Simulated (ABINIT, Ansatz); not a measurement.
# A GW chain in ABINIT: SiC (P6_3mc), part 3 of 3

How does a plane-wave GW calculation on SiC (P6_3mc) run from the first input to the gap?

ABINIT 10.8.3; PBE and many-body steps on it, plane waves. Known limits of the many-body steps: not at the basis limit.

So far. Step 4 (Empty states on the mesh, 6×6×4 mesh, 127 bands): On this mesh the gap is 2.275 eV. Step 5 (Screening, 6×6×4 mesh, 119 bands, screening to 179.6 eV): Local fields lower ε∞ by 9 %.

## Step 6: Self-energy, 6×6×4 mesh, 119 bands, screening to 179.6 eV

The self-energy is evaluated for the states that the input lists, and the levels follow from it, in one-shot runs by the linearised quasiparticle equation.

This step: G0W0 on PBE, plane waves, norm-conserving pseudopotentials.

File run.abi:

```
acell 3*1.0 Angstrom
rprim 
  3.073513928196 0.000000000001 0.000000000000
  -1.536756964099 2.661741140703 0.000000000000
  0.000000000000 0.000000000000 5.045247710000
ntypat 2
znucl 14 6
natom 4
typat 1 1 2 2
xred 
  0.333333333333 0.666666666667 0.499602400000
  0.666666666667 0.333333333333 0.999602400000
  0.333333333333 0.666666666667 0.875397600000
  0.666666666667 0.333333333333 0.375397600000
pp_dirpath "pseudos"
pseudos "Si.upf, C.upf"
ecut 37
ngkpt 6 6 4
nshiftk 1
shiftk 0 0 0
kptopt 1
chksymbreak 0
istwfk *1
occopt 1
irdwfk 1
optdriver 4
nband 119
gwcalctyp 0
ecutsigx 37
symsigma 1
nkptgw 3
kptgw 
  0.0000000000 0.0000000000 0.0000000000
  0.3333333333 0.3333333333 0.0000000000
  0.5000000000 0.0000000000 0.0000000000
bdgw 
  7 10
  6 10
  7 10
ecuteps 6.6
irdscr 1
ppmodel 1
indata_prefix "in"
outdata_prefix "out"
tmpdata_prefix "tmp"
```

The run is started by

```bash
OMP_NUM_THREADS=1 mpirun -n 8 abinit run.abi > log
```

Numbers of over 12 decimals in the logs are rounded to 6 here.

Output:

```text
.Version 10.8.3 of ABINIT. v10.8.2 released Aug 2026.

 Symmetries : space group P6_3 m c (#186); Bravais hP (primitive hexag.)
[... echo of the input left out ...]
== DATASET  1 ==================================================================
-   mpi_nproc: 8, omp_nthreads: 1 (-1 if OMP is not activated)

--- !DatasetInfo
iteration_state: {dtset: 1, }
dimensions: {natom: 4, nkpt: 21, mband: 119, nsppol: 1, nspinor: 1, nspden: 1, mpw: 3015, }
cutoff_energies: {ecut:  37.0, pawecutdg:  -1.0, }
electrons: {nelect:   1.60000000E+01, charge:   0.00000000E+00, occopt:   1.00000000E+00, tsmear:   1.00000000E-02, }

 SIGMA: Calculation of the GW corrections

 Based on a program developped by R.W. Godby, V. Olevano, G. Onida, and L. Reining.
 Incorporated in ABINIT by V. Olevano, G.-M. Rignanese, and M. Torrent.
.Using double precision arithmetic ; gwpc =  8

[... cell and pseudopotentials left out ...]
--------------------------------------------------------------------------------

 ==== K-mesh for the wavefunctions ====
 Number of points in the irreducible wedge :    21
[... list of points left out ...]
 Together with 12 symmetry operations and time-reversal symmetry
 yields   144 points in the full Brillouin Zone.

 ==== Q-mesh for screening function ====
 Number of points in the irreducible wedge :    21
[... list of points left out ...]
 Together with 12 symmetry operations and time-reversal symmetry
 yields   144 points in the full Brillouin Zone.

 vcoul_init : cutoff-mode = AUXILIARY_FUNCTION
 q-points for optical limit:   1
     1)      0.000010    0.000020    0.000030
 setmesh: FFT mesh size selected  =    27x   27x   54
          total number of points  =        39366

 Number of electrons calculated from density =   16.0000; Expected =   16.0000
 average of density, n =  0.057443
 r_s =    1.6078
 omega_plasma =   23.1193 [eV]

 === KS Band Gaps ===
  >>>> For spin  1
   Minimum direct gap =   3.9851 [eV], located at k-point      :   0.5000  0.0000  0.0000
   Fundamental gap    =   2.2753 [eV], Top of valence bands at :   0.0000  0.0000  0.0000
                                       Bottom of conduction at :   0.3333  0.3333  0.0000
 SIGMA fundamental parameters:
 PLASMON POLE MODEL  1
 number of plane-waves for SigmaX                 2973
 number of plane-waves for SigmaC and W            245
 number of plane-waves for wavefunctions          2973
 number of bands                                   119
 number of independent spin polarizations            1
 number of spinorial components                      1
 number of k-points in IBZ                          21
 number of q-points in IBZ                          21
 number of symmetry operations                      12
 number of k-points in BZ                          144
 number of q-points in BZ                          144
 number of frequencies for dSigma/dE                 9
 frequency step for dSigma/dE [eV]                0.25
 number of omega for Sigma on real axis              0
 max omega for Sigma on real axis  [eV]           0.00
 zcut for avoiding poles [eV]                     0.10

 EPSILON^-1 parameters (SCR file):
 dimension of the eps^-1 matrix on file            245
 dimension of the eps^-1 matrix used               245
 number of plane-waves for wavefunctions          2973
 number of bands                                   119
 number of q-points in IBZ                          21
 number of frequencies                               2
 number of real frequencies                          1
 number of imag frequencies                          1

 matrix elements of self-energy operator (all in [eV])

 Perturbative Calculation

--- !SelfEnergy_ee
iteration_state: {dtset: 1, }
kpoint     : [   0.000,    0.000,    0.000, ]
spin       : 1
KS_gap     :    4.820
QP_gap     :    5.675
Delta_QP_KS:    0.855
data: !SigmaeeData |
     Band     E0 <VxcDFT>   SigX SigC(E0)      Z dSigC/dE  Sig(E)    E-E0       E
        7   7.012 -15.027 -17.600   2.060   0.793  -0.261 -15.434  -0.406   6.605
        8   7.012 -15.027 -17.600   2.060   0.793  -0.261 -15.434  -0.406   6.605
        9  11.832 -12.163  -6.994  -4.614   0.807  -0.239 -11.714   0.449  12.281
       10  13.231 -12.779  -7.194  -5.042   0.794  -0.260 -12.348   0.431  13.663

--- !SelfEnergy_ee
iteration_state: {dtset: 1, }
kpoint     : [   0.333,    0.333,    0.000, ]
spin       : 1
KS_gap     :    6.117
QP_gap     :    7.150
Delta_QP_KS:    1.033
data: !SigmaeeData |
     Band     E0 <VxcDFT>   SigX SigC(E0)      Z dSigC/dE  Sig(E)    E-E0       E
        6   2.959 -13.062 -17.039   2.962   0.781  -0.280 -13.855  -0.793   2.165
        7   2.959 -13.062 -17.039   2.962   0.781  -0.280 -13.855  -0.793   2.165
        8   3.170 -13.150 -17.127   2.957   0.782  -0.279 -13.948  -0.798   2.372
        9   9.287  -9.908  -5.628  -3.994   0.825  -0.213  -9.672   0.235   9.522
       10  15.194 -12.311  -6.198  -5.276   0.793  -0.261 -11.647   0.664  15.858

--- !SelfEnergy_ee
iteration_state: {dtset: 1, }
kpoint     : [   0.500,    0.000,    0.000, ]
spin       : 1
KS_gap     :    3.985
QP_gap     :    4.856
Delta_QP_KS:    0.871
data: !SigmaeeData |
     Band     E0 <VxcDFT>   SigX SigC(E0)      Z dSigC/dE  Sig(E)    E-E0       E
        7   3.715 -12.813 -16.235   2.501   0.789  -0.268 -13.539  -0.726   2.989
        8   5.813 -14.520 -17.600   2.358   0.790  -0.265 -15.091  -0.571   5.242
        9   9.798 -10.579  -6.048  -4.165   0.821  -0.218 -10.279   0.300  10.099
       10  11.240 -11.760  -6.959  -4.234   0.810  -0.235 -11.301   0.459  11.699

== END DATASET(S) ==============================================================
================================================================================

 -outvars: echo values of variables after computation  --------
           etotal      0.0000000000E+00
            nband         119
             nkpt          21
          spgroup         186
 [... the other variables as echoed above ...]

 Calculation completed.
```

It took 16 s on 8 MPI ranks of Arm Neoverse V2, shared host; peak memory 1.9 GiB.

This step gave:

```yaml
g0w0_gap_on_the_points_computed: 2.917 eV
starting_gap_on_the_mesh: 2.275 eV
k_of_the_valence_top: 0, 0, 0
k_of_the_conduction_bottom: 0.3333, 0.3333, 0
z_at_the_valence_top: 0.793
z_at_the_conduction_bottom: 0.825
least_direct_g0w0_gap_on_the_computed_points: 4.857 eV
```

The gap on the mesh goes from 2.28 eV to 2.92 eV, a correction of +0.64 eV.

Limits: finite bands, cutoff and mesh. v1 is the top filled band, c1 the lowest empty one. The levels before and after the correction (eV, zero at the valence-band top of each column):

```
           conduction bottom  valence top
Kohn-Sham               2.28         0.00
     G0W0               2.92         0.00
```

```
                           level  energy (eV)
Kohn-Sham                Γ v2-v1        0.000
Kohn-Sham                   Γ c1        4.820
Kohn-Sham                   Γ c2        6.220
Kohn-Sham  (0.333 0.333 0) v3-v2       -4.053
Kohn-Sham     (0.333 0.333 0) v1       -3.842
Kohn-Sham     (0.333 0.333 0) c1        2.275
Kohn-Sham     (0.333 0.333 0) c2        8.182
     G0W0                Γ v2-v1        0.000
     G0W0                   Γ c1        5.676
     G0W0                   Γ c2        7.058
     G0W0  (0.333 0.333 0) v3-v2       -4.440
     G0W0     (0.333 0.333 0) v1       -4.233
     G0W0     (0.333 0.333 0) c1        2.917
     G0W0     (0.333 0.333 0) c2        9.253
```

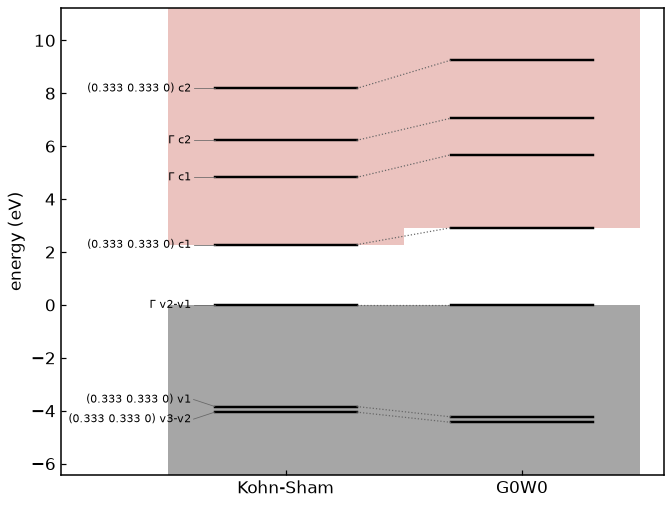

Levels before and after the correction. Shaded: valence and conduction bands.

## Step 7: Where the time went

Times are wall times on 8 MPI ranks of Arm Neoverse V2, shared host, good to a factor of about two.

```
                          step   time  share  memory (GiB)
                  ground state  4.1 s    3 %          0.54
bands along the symmetry lines  6.3 s    5 %          0.52
      empty states on the mesh   47 s   38 %           4.3
                     screening   50 s   41 %           1.8
                   self-energy   16 s   13 %           1.9
```

## Step 8: What came out

| Property | Result |
| --- | --- |
| PBE gap | 2.28 eV, indirect |
| G0W0 gap on the mesh | 2.92 eV |
| GW settings | 6×6×4 mesh, 119 bands, screening to 179.6 eV, Godby-Needs plasmon pole |
| known limits | not at the basis limit |

What this shows: G0W0 moves the gap on the mesh from 2.28 eV to 2.92 eV (+0.64 eV), with Z of 0.79 and 0.82 at the edges. Local fields lower the RPA ε∞ on this mesh from 7.51 to 6.85. Only 3 of the mesh's irreducible points were corrected, so a valley elsewhere could overtake. Against experiment, by G0W0@PBE: the gap of 2.92 eV lies −0.41 eV from the measured 3.33 eV (kind not stated, quoted 2020). The calculation has static nuclei and no excitons; a measured gap holds zero-point and thermal motion, which mostly lowers it. Bands and cutoff are finite, so the gap is not at the basis limit. The miss can reach some tenths of an eV and take either sign; the mesh is an error of its own. In the G0W0 run levels were corrected at 3 k points alone, so a gap called «on the mesh» is the least over those, and an edge elsewhere would be missed.

[Paths, hosts, dates, memory and timing lines, banners, echoed tables and standing remarks are left out of the program output.]

[Logs are printed without paths, hosts, clocks, repeated set-up lines and the standing remarks that a program may print on its own settings, such as how far it seeks lower states.]

[Runs of the session that timed out or met a known fault of the program may be left out.]

[Hosts, paths, dates, database ids (printed as entryN), source tags and the programs' standing remarks are cut or masked in the printed files.]

[G0W0 gaps are taken among the corrected bands and points alone; a level outside them can change the order at an edge.]

[Where Ansatz stands beside ABINIT at settings called matched, ABINIT's density can come from a denser mesh and the files from another edition; pairs whose starting gaps differed by over 0.03 eV were left out, so agreement reads better than it is.]
